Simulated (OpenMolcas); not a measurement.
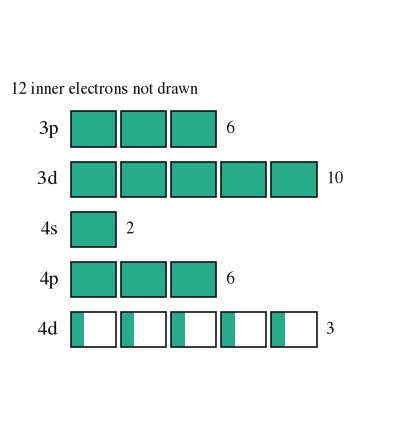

The outer shells of the leading configuration of the lowest level: a box for each of the 2l + 1 orbitals, shaded by the share of the shell that is filled, with the electron count at the right.

**Multiconfigurational calculation for Ru⁵⁺ complex**

- system: Ru⁵⁺ with 6 ligands (Cl; octahedron, 2.33 Å), neutralised by 6 outer point charges of +0.17 e, whose field is part of the energies.
- method: state-averaged SS-CASPT2, IPEA shift 0.25, imaginary shift 0.1 hartree, closed shells 4s 4p of the metal and the valence shells of the ligands correlated, active space 3 electrons in the shell 4d, basis ANO-RCC-VDZP on the metal and ANO-RCC-VDZP on the ligands, DKH2 scalar Hamiltonian, spin-orbit coupling by RASSI with atomic mean-field integrals (OpenMolcas)

## Input
```
&GATEWAY
Coord
7

Ru 0.0 0.0 0.0
Cl 2.330000 0.000000 0.000000
Cl 0.000000 2.330000 0.000000
Cl -2.330000 0.000000 0.000000
Cl 0.000000 -2.330000 0.000000
Cl 0.000000 0.000000 2.330000
Cl 0.000000 0.000000 -2.330000
Basis=Ru.ANO-RCC-VDZP,Cl.ANO-RCC-VDZP
Group=XYZ
NoMove
AngMom=0.0 0.0 0.0
AMFI
RICD
XField
3 Angstrom 0
4.730000 0.000000 0.000000 0.166667
0.000000 4.730000 0.000000 0.166667
0.000000 0.000000 4.730000 0.166667
&SEWARD
&RASSCF
FileOrb=start.orb
Symmetry=1
Spin=4
nActEl=3 0 0
Inactive=36 36
Ras2=5 0
CIRoot=10 10 1
SDav=10
CIMx=300
Iter=150 100
PrWF=0.3
OrbListing=Nothing
MaxOrb=1
LevShft=1.0
>>> COPY $Project.JobIph JOB001
&RASSCF
FileOrb=start.orb
Symmetry=1
Spin=2
nActEl=3 0 0
Inactive=36 36
Ras2=5 0
CIRoot=40 40 1
SDav=40
CIMx=300
Iter=150 100
PrWF=0.3
OrbListing=Nothing
MaxOrb=0
LevShft=1.0
>>> COPY $Project.JobIph JOB002
&RASSI
NrOfJobIphs=2 10 40
1 2 3 4 5 6 7 8 9 10
1 2 3 4 5 6 7 8 9 10 11 12 13 14 15 16 17 18 19 20 21 22 23 24 25 26 27
28 29 30 31 32 33 34 35 36 37 38 39 40
IphNames
JOB001
JOB002
EJob
SpinOrbit
DIPRint=1.0
SOCoupling=1000.0
Subsets=2
Property=9
'ANGMOM' 1 'ANGMOM' 2 'ANGMOM' 3 'MLTPL  1' 1 'MLTPL  1' 2 'MLTPL  1' 3
'AMFI' 1 'AMFI' 2 'AMFI' 3
SOProperty=3
'ANGMOM' 1 'ANGMOM' 2 'ANGMOM' 3
>>> COPY JOB001 $Project.JobIph
&CASPT2
Multistate=10 1 2 3 4 5 6 7 8 9 10
NoMult
Frozen=23 21
IPEA=0.25
Imaginary=0.1
MaxIter=60
WThr=0.0 0.3 0.05
PrWF=0.5
NoMix
>>> COPY JOB002 $Project.JobIph
&CASPT2
Multistate=40 1 2 3 4 5 6 7 8 9 10 11 12 13 14 15 16 17 18 19 20 21 22
23 24 25 26 27 28 29 30 31 32 33 34 35 36 37 38 39 40
NoMult
Frozen=23 21
IPEA=0.25
Imaginary=0.1
MaxIter=60
WThr=0.0 0.3 0.05
PrWF=0.5
NoMix
```

The file start.orb holds starting orbitals from an earlier step. A driver script formed the levels outside the program, from RASSI's spin-orbit matrix and the CASPT2 energies (for multi-state variants, the effective Hamiltonian), averaged over the components of each term or state. The log and the time are those of the CASPT2 step.

Command:
```bash
OMP_NUM_THREADS=1 MOLCAS_MEM=2457 MOLCAS_PROJECT=a pymolcas a.inp > a.log  # once for each step of the input, in one work folder
```

## Output (extracts)
```
--- CASPT2 ---
Orbital specifications:
      -----------------------

      Symmetry species                           1   2
                                                ag  au
      Frozen orbitals                           23  21
      Inactive orbitals                         13  15
      Active orbitals                            5   0
      Secondary orbitals                        34  40
      Deleted orbitals                           0   0
      Number of basis functions                 75  76
Type of calculation                        SS-CASPT2
      Fock operator                              state-specific
      IPEA shift                                 0.25
      Real shift                                 0.00
      Imaginary shift                            0.10
      The input orbitals will be transformed to quasi-canonical
Reference energy:       -7293.1536156414
      E2 (Non-variational):      -1.5439151420
      Shift correction:          -0.0043759639
      E2 (Variational):          -1.5482911059
      Total energy:           -7294.7019067473
      Residual norm:              0.0000002045
      Reference weight:           0.58683
      Contributions to the CASPT2 correlation energy
      Active & Virtual Only:         -0.0115431985
      One Inactive Excited:          -0.2194118005
      Two Inactive Excited:          -1.3129601429
Reference energy:       -7293.0274335362
      E2 (Non-variational):      -1.5314620066
      Shift correction:          -0.0046654688
      E2 (Variational):          -1.5361274754
      Total energy:           -7294.5635610116
      Residual norm:              0.0000008479
      Reference weight:           0.58162
      Contributions to the CASPT2 correlation energy
      Active & Virtual Only:         -0.0095745719
      One Inactive Excited:          -0.2139620604
      Two Inactive Excited:          -1.3079253744
::    CASPT2 Root  1     Total energy:  -7294.70190675
::    CASPT2 Root  2     Total energy:  -7294.56356101
::    CASPT2 Root  3     Total energy:  -7294.56337496
::    CASPT2 Root  4     Total energy:  -7294.56333769
::    CASPT2 Root  5     Total energy:  -7294.54454454
::    CASPT2 Root  6     Total energy:  -7294.54454200
::    CASPT2 Root  7     Total energy:  -7294.54454944
::    CASPT2 Root  8     Total energy:  -7294.41817673
::    CASPT2 Root  9     Total energy:  -7294.41816825
::    CASPT2 Root 10     Total energy:  -7294.41817803
--- CASPT2 ---
Orbital specifications:
      -----------------------

      Symmetry species                           1   2
                                                ag  au
      Frozen orbitals                           23  21
      Inactive orbitals                         13  15
      Active orbitals                            5   0
      Secondary orbitals                        34  40
      Deleted orbitals                           0   0
      Number of basis functions                 75  76
Type of calculation                        SS-CASPT2
      Fock operator                              state-specific
      IPEA shift                                 0.25
      Real shift                                 0.00
      Imaginary shift                            0.10
      The input orbitals will be transformed to quasi-canonical
Reference energy:       -7293.0999031703
      E2 (Non-variational):      -1.5653966220
      Shift correction:          -0.0045001232
      E2 (Variational):          -1.5698967452
      Total energy:           -7294.6697999155
      Residual norm:              0.0000007315
      Reference weight:           0.58083
      Contributions to the CASPT2 correlation energy
      Active & Virtual Only:         -0.0131614204
      One Inactive Excited:          -0.2192705825
      Two Inactive Excited:          -1.3329646191
Reference energy:       -7293.0999031698
      E2 (Non-variational):      -1.5647624166
      Shift correction:          -0.0045041468
      E2 (Variational):          -1.5692665634
      Total energy:           -7294.6691697333
      Residual norm:              0.0000006567
      Reference weight:           0.58092
      Contributions to the CASPT2 correlation energy
      Active & Virtual Only:         -0.0131658761
      One Inactive Excited:          -0.2186343583
      Two Inactive Excited:          -1.3329621822
::    CASPT2 Root  1     Total energy:  -7294.66979992
::    CASPT2 Root  2     Total energy:  -7294.66916973
::    CASPT2 Root  3     Total energy:  -7294.67336953
::    CASPT2 Root  4     Total energy:  -7294.67445607
::    CASPT2 Root  5     Total energy:  -7294.67404549
::    CASPT2 Root  6     Total energy:  -7294.64796878
::    CASPT2 Root  7     Total energy:  -7294.64938994
::    CASPT2 Root  8     Total energy:  -7294.64938179
::    CASPT2 Root  9     Total energy:  -7294.55609557
::    CASPT2 Root 10     Total energy:  -7294.55237434
::    CASPT2 Root 11     Total energy:  -7294.55236152
::    CASPT2 Root 12     Total energy:  -7294.55243712
::    CASPT2 Root 13     Total energy:  -7294.54649831
::    CASPT2 Root 14     Total energy:  -7294.54442238
::    CASPT2 Root 15     Total energy:  -7294.54444002
::    CASPT2 Root 16     Total energy:  -7294.54547346
::    CASPT2 Root 17     Total energy:  -7294.54413309
::    CASPT2 Root 18     Total energy:  -7294.53807995
::    CASPT2 Root 19     Total energy:  -7294.53811447
::    CASPT2 Root 20     Total energy:  -7294.53812290
::    CASPT2 Root 21     Total energy:  -7294.52405798
::    CASPT2 Root 22     Total energy:  -7294.52468137
::    CASPT2 Root 23     Total energy:  -7294.52578382
::    CASPT2 Root 24     Total energy:  -7294.52979030
::    CASPT2 Root 25     Total energy:  -7294.49613792
::    CASPT2 Root 26     Total energy:  -7294.49585419
::    CASPT2 Root 27     Total energy:  -7294.42079371
::    CASPT2 Root 28     Total energy:  -7294.42123819
::    CASPT2 Root 29     Total energy:  -7294.42123775
::    CASPT2 Root 30     Total energy:  -7294.42124003
```

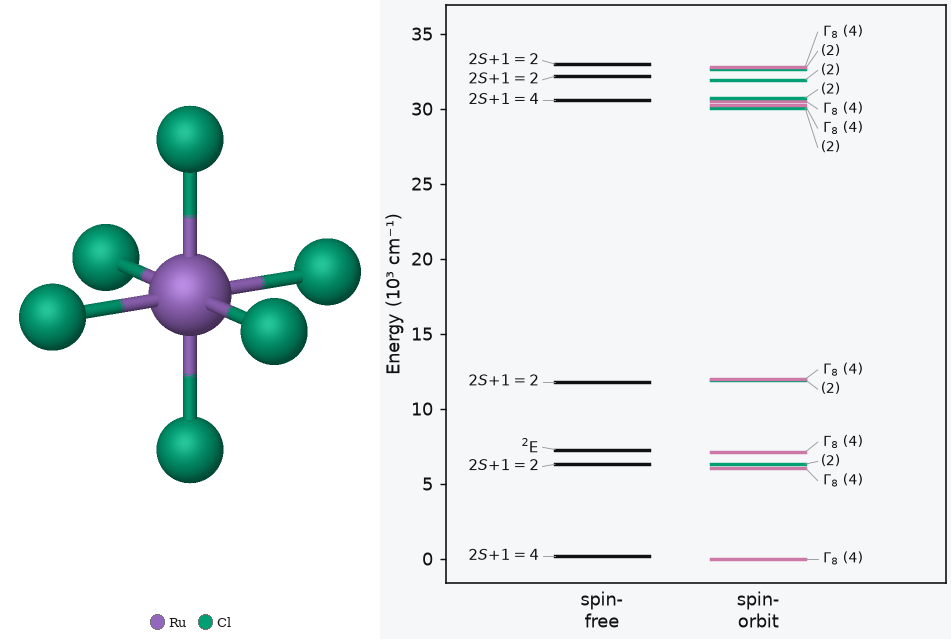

Ru⁵⁺ (4d³) with 6 ligands, Cl⁻, at 2.33 Å (arrangement: octahedron, Oh), neutralised by outer point charges of +0.17 e, and its levels. Labels give the representation in O, Td, D4 or D3 as the site allows (double group for half-integer spin) where it could be assigned and, in brackets, the degeneracy; spin-free states, where drawn, share the zero of the spin-orbit levels. The ground level is Γ₈, 4-fold degenerate, 99 % from states of spin multiplicity 4. The next level lies at 6,050 cm⁻¹ (Γ₈).

## Key numbers

```
                                 quantity                                                                 value
                                  outcome              converged; degenerate states are split by up to 456 cm⁻¹
      energy of the lowest spin-free term                                                   −7294.70191 hartree
    energy of the lowest spin-orbit level                                                   −7294.70262 hartree
                CASPT2 correlation energy                                                       −1.5483 hartree
largest spread among components of a term                                                            455.6 cm⁻¹
                  lowest reference weight                                                                 0.555
                                 hardware  1 thread of Arm Neoverse V2, 24 GiB of memory available, shared host
                                wall time                                                               2.2 min
                              peak memory                                                              0.38 GiB
```

## Notes

The components of ² (unassigned), which symmetry makes degenerate, are split by 456 cm⁻¹ in CASPT2, and those of 8 more by over 50 cm⁻¹. This is an artefact; the levels of such states rest on averages and are uncertain by about as much. Caveats: covalent bonds, ligand orbitals missing from the active space; distances are set from ionic radii, not optimised.
